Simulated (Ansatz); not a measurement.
# SiH4S2: one change and its effect

System: SiH4S2, SMILES S[SiH2]S.
Method of run A: RKS PBE0-D4/def2-TZVPP (Ansatz 0.2.0).

The geometry comes from this level: PBE0-D4/def2-TZVP. Text and figures count atoms from 1; the logs count them from 0 in places.

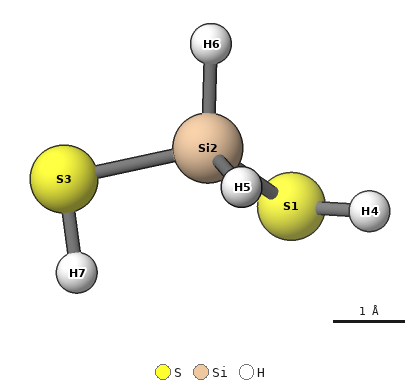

Fig. 1: The input geometry (ball-and-stick view, seen at a tilt; atoms are numbered from 1 in the order of the input). Bond lengths as drawn: H–S 1.34 Å, H–Si 1.48 Å and S–Si 2.13 to 2.14 Å.

### Input file, run A
```yaml
crystal:
  periodic: [false, false, false]
  atoms:
    - {symbol: S, position_ang: [-1.440883, -0.940065, -0.544925]}
    - {symbol: Si, position_ang: [0.000305, 0.422915, 0.249023]}
    - {symbol: S, position_ang: [1.560783, -0.688707, 1.171448]}
    - {symbol: H, position_ang: [-1.898587, -0.065625, -1.458219]}
    - {symbol: H, position_ang: [0.481349, 1.287367, -0.856997]}
    - {symbol: H, position_ang: [-0.535522, 1.264573, 1.345443]}
    - {symbol: H, position_ang: [1.893755, -1.348458, 0.048428]}
basis:
  gaussian: {orbitals: def2-TZVPP}
hamiltonian: {xc: pbe0, dispersion: d4}
output: {orbitals: {seedname: orbitals}}
```

Hardware: 2 CPU threads, shared host.

### Output (run A)
```
Functional definition: PBE0
  parameter a = 0.25
  parameter kappa = 0.804
  parameter beta = 0.06672455060314922
  exchange = (1 - a)*pbe_x(kappa = kappa, mu = beta*pi^2/3) + a*exact_x
  correlation = pbe_c(beta = beta)
1157 factors; their error is unknown
mean field evaluation 1: about -29604.4070 eV, gradient 1.7e1 eV
mean field evaluation 2: about -29604.7749 eV, gradient 1.4e1 eV
mean field evaluation 4: about -29605.1536 eV, gradient 7.0e-1 eV
mean field evaluation 8: about -29605.1895 eV, gradient 1.3e-1 eV
mean field evaluation 16: about -29605.1895 eV, gradient 3.3e-5 eV
mean field -29605.18948833 eV, -1087.9706465781 hartree, gradient 3.3e-5 eV, S^2 0.000000; 0 other end points of the search recorded, 0 dependent functions left out
reference -29605.18951558 eV, -1087.9706475793 hartree; 25, 25 occupied and 157, 157 virtual orbitals, 1157 factors
Total energy: -29605.33728780 eV, -1087.9760781085 hartree
```

For run B the input was changed thus:
```diff
-  gaussian: {orbitals: def2-TZVPP}
+  gaussian: {orbitals: "def2-QZVPP.json"}
```

Predict how the results change.

The total energy of run B is 21.6 kcal/mol lower, which measures the change of basis and not a stability. The LUMO goes from 0.00 to −0.20 eV. The basis functions go from 182 to 330.

### Output (run B)
```
Functional definition: PBE0
  parameter a = 0.25
  parameter kappa = 0.804
  parameter beta = 0.06672455060314922
  exchange = (1 - a)*pbe_x(kappa = kappa, mu = beta*pi^2/3) + a*exact_x
  correlation = pbe_c(beta = beta)
1381 factors; their error is unknown
mean field evaluation 1: about -29605.2256 eV, gradient 1.8e1 eV
mean field evaluation 2: about -29605.6311 eV, gradient 1.5e1 eV
mean field evaluation 4: about -29606.0938 eV, gradient 8.9e-1 eV
mean field evaluation 8: about -29606.1244 eV, gradient 1.9e-1 eV
mean field evaluation 16: about -29606.1244 eV, gradient 3.2e-5 eV
mean field -29606.12440047 eV, -1088.0050039654 hartree, gradient 3.2e-5 eV, S^2 0.000000; 0 other end points of the search recorded, 0 dependent functions left out
reference -29606.12443369 eV, -1088.0050051861 hartree; 25, 25 occupied and 305, 305 virtual orbitals, 1381 factors
Total energy: -29606.27220591 eV, -1088.0104357152 hartree
```

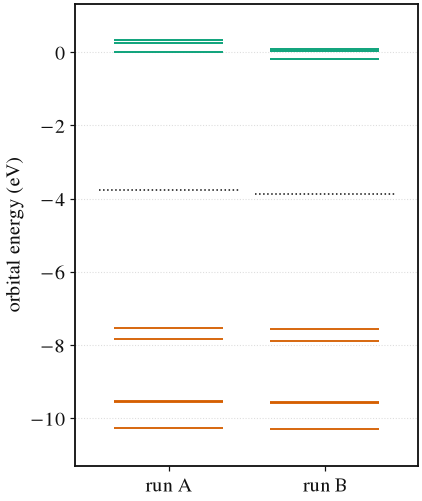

Fig. 2: The five highest filled and three lowest empty orbital energies of the two runs; the dotted lines part filled from empty levels. The HOMO–LUMO gap is 7.53 eV in run A and 7.36 eV in run B.

### The two runs side by side

| quantity | run A | run B |
| --- | --- | --- |
| outcome | converged | converged |
| total energy (hartree) | −1087.976078 | −1088.010436 |
| HOMO (eV) | −7.53 | −7.56 |
| LUMO (eV) | 0.00 | −0.20 |
| basis functions | 182 | 330 |
| wall time (shared host) | 2.8 s | 9 s |
